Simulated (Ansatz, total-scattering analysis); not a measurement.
**aqueous NaI: neutron diffraction with isotope substitution**

Two samples of aqueous NaI (30 H2O, 3 Na+ and 3 I-; O 31.2, H 62.5, Na 3.1, I 3.1 atom %; 380 K, fixed volume; ρ₀ = 0.0847 Å⁻³) differ only in the isotope of H: D (b = 6.6681 fm) and H (b = -3.7395 fm). Other lengths: O 5.8037, Na 3.63, I 5.28 fm. The data are simulated by ab initio molecular dynamics with Ansatz (revPBE-D3(BJ), plane waves, PAW default files, Langevin thermostat, no spin, fixed volume, H with the mass of D). The average runs over 0.49 ps of 96 atoms, so shells between rare elements are rough. Mean temperature 388 K, largest m.s.d. 1.55 Å², energy drift -5 meV an atom (last third less first, no steady trend), Langevin friction 10 ps⁻¹; the first quarter of the run is discarded. Preparation: last frame of a classical run of this cell, a melt at this density, then 0.3 ps at 380 K with a cheaper basis and a friction of 10 ps⁻¹ (mean temperature of the first stage 396 K), too short to forget the start in full. So short a stretch relaxes bonds and nearest shells but still remembers its start. It is a liquid as far as so short a run tells. Spin–orbit coupling is left out. The partials come from the cell's reciprocal vectors below 4 Å⁻¹ and from g(r) above; absorption, incoherent and inelastic scattering are left out. F(Q) = Σ ci cj bi bj (Sij − 1), in barn per steradian and atom:

| Q (Å⁻¹) | 2H | 1H | difference |
| --- | --- | --- | --- |
| 0.9 | -0.220 | -0.172 | -0.048 |
| 1.2 | -0.166 | -0.169 | 0.002 |
| 1.5 | -0.161 | -0.169 | 0.008 |
| 1.8 | 0.152 | -0.159 | 0.311 |
| 2.1 | 0.467 | -0.132 | 0.599 |
| 2.4 | 0.208 | -0.100 | 0.307 |
| 2.7 | 0.071 | -0.034 | 0.106 |
| 3.0 | -0.064 | -0.011 | -0.052 |
| 3.3 | -0.098 | 0.016 | -0.114 |
| 3.6 | -0.075 | 0.024 | -0.099 |
| 3.9 | -0.060 | 0.025 | -0.086 |
| 4.2 | -0.080 | 0.034 | -0.113 |
| 4.5 | -0.088 | 0.044 | -0.132 |
| 4.8 | -0.080 | 0.061 | -0.141 |
| 5.1 | -0.066 | 0.073 | -0.138 |
| 5.4 | -0.052 | 0.067 | -0.118 |
| 5.7 | -0.036 | 0.045 | -0.080 |
| 6.0 | -0.023 | 0.018 | -0.042 |
| 6.3 | -0.015 | -0.001 | -0.013 |
| 6.6 | -0.002 | -0.015 | 0.013 |
| 6.9 | 0.014 | -0.026 | 0.040 |
| 7.2 | 0.025 | -0.035 | 0.060 |
| 7.5 | 0.033 | -0.039 | 0.073 |
| 7.8 | 0.048 | -0.038 | 0.086 |
| 8.1 | 0.062 | -0.034 | 0.096 |
| 8.4 | 0.065 | -0.027 | 0.092 |
| 8.7 | 0.055 | -0.020 | 0.075 |
| 9.0 | 0.042 | -0.011 | 0.053 |
| 9.3 | 0.030 | -0.001 | 0.031 |
| 9.6 | 0.013 | 0.006 | 0.007 |
| 9.9 | -0.009 | 0.010 | -0.019 |
| 10.2 | -0.029 | 0.012 | -0.042 |
| 10.5 | -0.042 | 0.015 | -0.057 |
| 10.8 | -0.049 | 0.019 | -0.068 |

The first difference in real space, ΔG(r), in barn (from the pair functions, so without the broadening of a finite Q range):

```csv
r (Å),first difference G(r)
0.50,-0.389
0.58,-0.389
0.66,-0.389
0.74,-0.389
0.82,-0.389
0.90,0.073
0.98,8.148
1.06,0.298
1.14,-0.389
1.22,-0.389
1.30,-0.389
1.38,-0.361
1.46,-0.181
1.54,0.095
1.62,-0.129
1.70,-0.261
1.78,-0.248
1.86,-0.228
1.94,-0.224
2.02,-0.218
2.10,-0.200
2.18,-0.204
2.26,-0.186
2.34,-0.152
2.42,-0.159
2.50,-0.157
2.58,-0.128
2.66,-0.105
2.74,-0.085
2.82,-0.052
2.90,-0.016
2.98,0.017
3.06,0.066
3.14,0.089
3.22,0.128
3.30,0.122
3.38,0.109
3.46,0.116
3.54,0.115
```

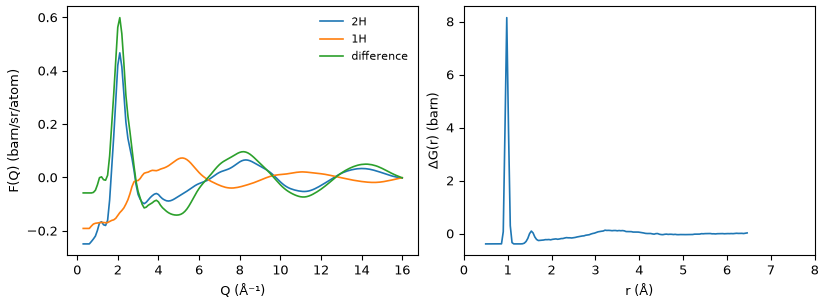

**Question.** Which pairs survive in the difference, and what is the first shell of H?

Pairs without H cancel. ΔG(r) = Σ W [g(r) − 1] with W = 2 c(H) c(j) b(j) Δb, and c(H)² (b₁² − b₂²) for H–H: H–O 0.2359, H–H 0.1191, H–Na 0.0148, H–I 0.0215 barn. At small r, ΔG → −ΣW = -0.391; in this finite cell the H–H term carries (N − 1)/N with N = 60 atoms of H, which gives -0.389.

The first feature, at 0.98 Å, is H–O. n = 4πρ₀ c(O)/W ∫ r² [ΔG − ΔG(0)] dr up to 1.24 Å gives 1.0 O around each H; the coordinates give 1.00 up to 1.24 Å.

Shells of H from the coordinates: O–H at 0.98 Å, 1.0 neighbours to 1.24 Å; H–H at 1.54 Å, 1.0 neighbours to 1.84 Å; H–I at 2.62 Å, 0.4 neighbours to 3.45 Å, a soft count; H–Na at 3.02 Å, 0.7 neighbours to 4.02 Å, a soft count (first peaks with a usable minimum only). Counts average over all H, whatever molecule they sit on, and second peaks of a pair (H two bonds away, hydrogen bonds) add features between 1.5 and 2.5 Å that aren't listed. The structure is taken to be the same for both isotopes, which holds least well for H and D.

[Logs are printed without paths, hosts, clocks, repeated set-up lines and the standing remarks that a program may print on its own settings, such as how far it seeks lower states.]
